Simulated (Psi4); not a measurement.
# MP3/cc-pVDZ run of GeNH2F (SMILES [NH2][Ge][F])

What is the energy change on altering one bond length of GeNH2F at MP3/cc-pVDZ? 

The results are computed with Psi4 1.11.

3 further runs of the same task are left out: 2 that didn't finish, 1 set aside as unsound or not needed.

### 1 The structure to begin with

The species is GeNH2F (5 atoms), meant as a singlet with charge 0. SMILES: `[NH2][Ge][F]`. Geometry: relaxed at PBE0-D4/def2-TZVP. This is one conformer, not always the lowest.

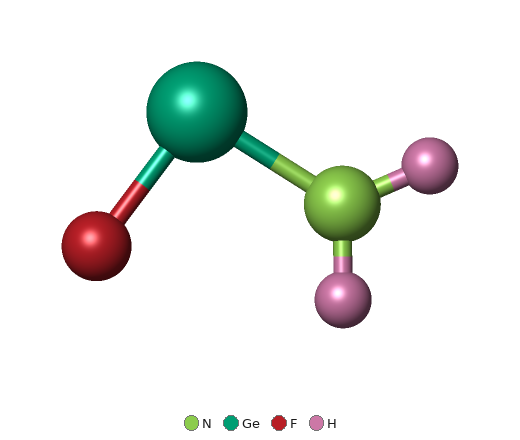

Viewed from a chosen angle; nitrogen green, germanium teal, fluorine red, hydrogen pink.

### 2 The energy at MP3/cc-pVDZ

fgeh2n.xyz

```xyz
5
FGeH2N
N     -0.477700     0.347600    -0.204700
Ge     0.434100    -0.305200     1.217200
F      1.598300    -1.203900     0.235500
H     -1.280100     0.952600    -0.130600
H     -0.224500     0.135300    -1.158700
```

run.py

```python
import numpy as np
from ase.calculators.psi4 import Psi4
from ase.io import read

mol = read('fgeh2n.xyz')
calc = Psi4(atoms=mol, method='mp3', basis='cc-pVDZ', memory='1600MB', num_threads=1, charge=0, multiplicity=1, label='fgeh2n')
calc.psi4.set_options({'puream': True, 'e_convergence': 1e-09, 'd_convergence': 1e-08, 'scf_type': 'pk', 'num_frozen_docc': 11, 'mp_type': 'conv'})
mol.calc = calc

print(f'energy: {mol.get_potential_energy():.6f} eV')
```

Command:

```bash
$ python run.py
```

fgeh2n.dat (excerpt; [...] marks lines left out):

```text
[...]
  Running in c1 symmetry.
[...]
  Nuclear repulsion =  188.583783618447512
[...]
  Multiplicity = 1
[...]
  Nalpha       = 25
  Nbeta        = 25
[...]
    Number of basis functions: 65
[...]
   @RHF iter   1: -2230.00061439298452   -4.61352e+00   1.49033e-02 ADIIS/DIIS
[...]
   @RHF iter  12: -2230.44439541158863    0.00000e+00   4.05541e-09 DIIS
[...]
    Orbital Energies [Eh]
    ---------------------
    Doubly Occupied:
       1A   -405.313841     2A    -52.213211     3A    -46.302008
       4A    -46.301103     5A    -46.300237     6A    -26.233279
       7A    -15.559041     8A     -7.232071     9A     -5.206602
      10A     -5.204281    11A     -5.200087    12A     -1.682164
      13A     -1.673621    14A     -1.673237    15A     -1.668198
      16A     -1.664542    17A     -1.504552    18A     -1.133383
      19A     -0.712233    20A     -0.665768    21A     -0.605697
      22A     -0.590883    23A     -0.567417    24A     -0.419053
      25A     -0.376524
[...]
  @RHF Final Energy: -2230.44439541158863
   => Energetics <=
    Nuclear Repulsion Energy =            188.5837836184475123
    One-Electron Energy =               -3486.0502899280718339
    Two-Electron Energy =                1067.0221108980358622
    Total Energy =                      -2230.4443954115886299
[...]
 Multipole Moments:
 ------------------------------------------------------------------------------------
     Multipole            Electronic (a.u.)      Nuclear  (a.u.)        Total (a.u.)
 ------------------------------------------------------------------------------------
 L = 1.  Multiply by 2.5417464519 to convert [e a0] to [Debye]
 Dipole X            :          1.9091591           -2.7805670           -0.8714079
 Dipole Y            :         -1.2994096            1.9557106            0.6563010
 Dipole Z            :          5.8692054           -5.8410816            0.0281239
 Magnitude           :                                                    1.0912716
[...]
	SCS-MP2 Total Energy (a.u.)        : -2230.88871870537650
	SOS-MP2 Total Energy (a.u.)        : -2230.88267402953488
[...]
	SOS-PI-MP2 Total Energy (a.u.)     : -2230.91638776937680
[...]
	MP2 Total Energy (a.u.)            : -2230.90080805706066
[...]
	SCS-MP3 Total Energy (a.u.)        : -2230.89112398102679
[...]
	MP3 Total Energy (a.u.)            : -2230.91042915966273
[...]
```

On the terminal:

```text
energy: -60706.164874 eV
```

It took 11 s on 1 thread of Intel Xeon 6975P-C (Granite Rapids), shared host; peak memory 0.46 GiB.

### 3 The distorted shape

run.py

```python
import psi4

psi4.set_memory(1600000000)
psi4.set_num_threads(1)
psi4.core.set_output_file('psi4.out', False)

molecule = psi4.geometry("""
0 1
N     -0.237017     0.166128    -0.226927
Ge     0.674783    -0.486672     1.194973
F      1.838983    -1.385372     0.213273
H     -1.280100     0.952600    -0.130600
H      0.016183    -0.046172    -1.180927
units angstrom
symmetry c1
""")

psi4.set_options({
    'basis': 'cc-pVDZ',
    'reference': 'rhf',
    'puream': True,
    'e_convergence': 1e-09,
    'd_convergence': 1e-08,
    'scf_type': 'pk',
    'num_frozen_docc': 11,
    'mp_type': 'conv',
})

e, wfn = psi4.energy('mp3', return_wfn=True)
print(f'mp3 energy: {e:.10f} Eh')
for k, v in sorted(psi4.core.scalar_variables().items()):
    print(f'{k:45s} {v:18.10f}')
```

Command:

```bash
$ python run.py
```

psi4.out (excerpt; [...] marks lines left out):

```text
[...]
  Running in c1 symmetry.
[...]
  Nuclear repulsion =  186.988865606526815
[...]
  Multiplicity = 1
[...]
  Nalpha       = 25
  Nbeta        = 25
[...]
    Number of basis functions: 65
[...]
   @RHF iter   1: -2229.89693633733032   -4.69783e+00   1.53055e-02 ADIIS/DIIS
[...]
   @RHF iter  12: -2230.39447582858566   -4.54747e-13   4.19152e-09 DIIS
[...]
    Orbital Energies [Eh]
    ---------------------
    Doubly Occupied:
       1A   -405.313848     2A    -52.213169     3A    -46.301919
       4A    -46.301052     5A    -46.300200     6A    -26.233537
       7A    -15.582612     8A     -7.232034     9A     -5.206385
      10A     -5.204134    11A     -5.200161    12A     -1.682029
      13A     -1.673354    14A     -1.673190    15A     -1.668159
      16A     -1.664638    17A     -1.504782    18A     -1.098316
      19A     -0.703881    20A     -0.624262    21A     -0.602904
      22A     -0.591144    23A     -0.537157    24A     -0.416142
      25A     -0.376304
[...]
  @RHF Final Energy: -2230.39447582858566
   => Energetics <=
    Nuclear Repulsion Energy =            186.9888656065268151
    One-Electron Energy =               -3482.9560580642119021
    Two-Electron Energy =                1065.5727166290994319
    Total Energy =                      -2230.3944758285856551
[...]
 Multipole Moments:
 ------------------------------------------------------------------------------------
     Multipole            Electronic (a.u.)      Nuclear  (a.u.)        Total (a.u.)
 ------------------------------------------------------------------------------------
 L = 1.  Multiply by 2.5417464519 to convert [e a0] to [Debye]
 Dipole X            :          2.1117513           -3.0250050           -0.9132537
 Dipole Y            :         -1.4519505            2.1400138            0.6880633
 Dipole Z            :          5.8599631           -5.8185078            0.0414552
 Magnitude           :                                                    1.1441949
[...]
	SCS-MP2 Total Energy (a.u.)        : -2230.84749441534177
	SOS-MP2 Total Energy (a.u.)        : -2230.84167661088304
[...]
	SOS-PI-MP2 Total Energy (a.u.)     : -2230.87607667105976
[...]
	MP2 Total Energy (a.u.)            : -2230.85913002425968
[...]
	SCS-MP3 Total Energy (a.u.)        : -2230.84952919232501
[...]
	MP3 Total Energy (a.u.)            : -2230.86726913219263
[...]
```

Wall time 12 s (1 thread of Intel Xeon 6975P-C (Granite Rapids), shared host); peak memory 0.42 GiB.

### 4 Outcome

Level: MP3/cc-pVDZ, 11 core orbitals frozen.

```
                                                         quantity           value
                                        first shape: total energy  -2230.91043 Eh
                 first shape: HOMO energy (Hartree–Fock orbitals)       -10.25 eV
                 first shape: LUMO energy (Hartree–Fock orbitals)         1.71 eV
               first shape: HOMO–LUMO gap (Hartree–Fock orbitals)        11.95 eV
        first shape: correlation energy (11 core orbitals frozen)      -466.0 mEh
                                    distorted shape: total energy  -2230.86727 Eh
             distorted shape: HOMO energy (Hartree–Fock orbitals)       -10.24 eV
             distorted shape: LUMO energy (Hartree–Fock orbitals)         1.74 eV
           distorted shape: HOMO–LUMO gap (Hartree–Fock orbitals)        11.98 eV
    distorted shape: correlation energy (11 core orbitals frozen)      -472.8 mEh
energy change with the N1–H4 bond stretched from 1.008 to 1.310 Å        1.174 eV
```

What this shows: With the N1–H4 bond stretched from 1.008 to 1.310 Å the energy rises by 1.17 eV (27 kcal/mol). The first shape isn't relaxed at this level, so the change isn't measured from a minimum.
